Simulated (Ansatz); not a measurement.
Band structure of CsSnI3 (Pm-3m, 5 atoms in the cell).

```
CsSnI3
1.0
    6.33631     0.00000     0.00000
    0.00000     6.33631     0.00000
    0.00000     0.00000     6.33631
Cs Sn I
1 1 3
Direct
  0.00000   0.00000   0.00000
  0.50000   0.50000   0.50000
  0.50000   0.00000   0.50000
  0.00000   0.50000   0.50000
  0.50000   0.50000   0.00000
```

Computed with PBE (plane waves, PAW; Ansatz, an electronic-structure program).

Settings: kpoints.mp_grid.grid = 3 3 3; hamiltonian.xc = pbe; hamiltonian.pseudopotentials = {kind: paw} (the program's default PAW files); scf.occupations.method = fermi_dirac; scf.occupations.width = 0.05 eV; kpoints.band_path.npoints = 8.

The starting cell has typed, rounded lattice constants, without a prior relaxation at this level. Its lattice was rescaled by a random factor within 2.5 % of one. Spin-orbit coupling is off.

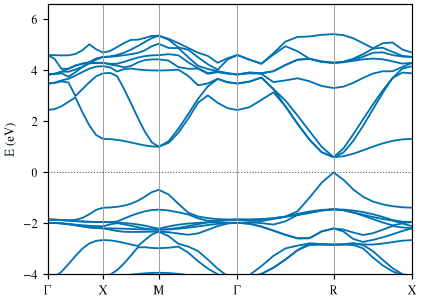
Bands along the path, energies from the top of the valence band on the path.

**Question.** Read off roughly the gap and where its edges lie.

**Answer.** The gap along the path is about 0.6 eV (computed: 0.60 eV), direct at R to within 0.01 eV.

Levels in eV from the top of the valence band on the path, bands 34 to 41:
| point | 34 | 35 | 36 | 37 | 38 | 39 | 40 | 41 |
|---|---|---|---|---|---|---|---|---|
| Γ | -1.97 | -1.85 | -1.85 | -1.85 | 2.45 | 3.49 | 3.49 | 3.84 |
| X | -2.11 | -1.94 | -1.94 | -1.38 | 1.31 | 3.88 | 4.17 | 4.30 |
| M | -2.24 | -2.20 | -1.46 | -0.68 | 1.01 | 1.01 | 3.99 | 4.43 |
| R | -1.44 | -1.44 | -1.44 | 0.00 | 0.60 | 0.60 | 0.60 | 3.31 |

Keys are those of Ansatz 0.2.
